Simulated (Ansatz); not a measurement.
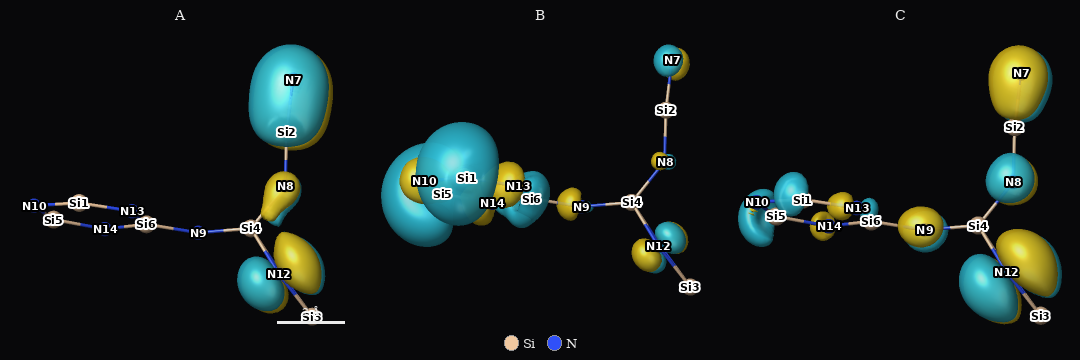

Figure 1: N₈Si₆. Three frontier orbitals at ±0.08 Å⁻³ᐟ² (yellow and cyan are the two phases), in no order.

Geometry: r2SCAN-D4/def2-SVP.

All numbers below come from Ansatz 0.2.0, RKS PBE0-D4/def2-TZVP.

Input file:

```
crystal:
  periodic: [false, false, false]
  atoms:
    - {symbol: Si, position_ang: [1.133087, -0.938060, 3.701427]}
    - {symbol: Si, position_ang: [-0.150580, 3.371888, -1.646815]}
    - {symbol: Si, position_ang: [0.923668, -1.472013, -4.328064]}
    - {symbol: Si, position_ang: [0.048394, 0.275077, -1.724637]}
    - {symbol: Si, position_ang: [-1.444862, -1.776070, 3.699760]}
    - {symbol: Si, position_ang: [-0.301728, -0.815335, 1.233290]}
    - {symbol: N, position_ang: [-0.368199, 4.906743, -1.248735]}
    - {symbol: N, position_ang: [0.107912, 1.857905, -2.185242]}
    - {symbol: N, position_ang: [-0.394945, -0.463943, -0.363725]}
    - {symbol: N, position_ang: [-0.084994, -1.566511, 4.702365]}
    - {symbol: N, position_ang: [-0.230517, -0.704646, -3.230110]}
    - {symbol: N, position_ang: [1.213391, -0.643489, -2.800428]}
    - {symbol: N, position_ang: [1.133175, -0.567327, 2.094617]}
    - {symbol: N, position_ang: [-1.583801, -1.464208, 2.096277]}
basis:
  gaussian: {orbitals: def2-TZVP, initial_orbitals: start.molden}
hamiltonian: {xc: pbe0, dispersion: d4}
scf: {omitted_lower_state_checks: [starts]}
output: {orbitals: {seedname: orbitals}}
```

Launched as:

```sh
ansatz run in.yaml --threads 4 --pin off --events-out ev --progress --plain --max-ram 6963MiB
```

Question: Order the three orbitals by energy and name them.

Answer: A is the HOMO−1 (−6.93 eV). It lies mainly on N7 (about 45 %), Si2 (about 25 %), N11 (about 10 %) and N12 (about 10 %). B is the HOMO (−6.47 eV). By Hirshfeld shares it lies mainly on Si5 (about 35 %) and Si1 (about 35 %). C is the LUMO (−5.82 eV). By Hirshfeld shares it lies mainly on N11 (about 25 %), N12 (about 25 %), N7 (about 15 %) and N8 (about 5 %).

Question: What is the HOMO–LUMO gap?

Answer: 0.65 eV between the orbital energies.
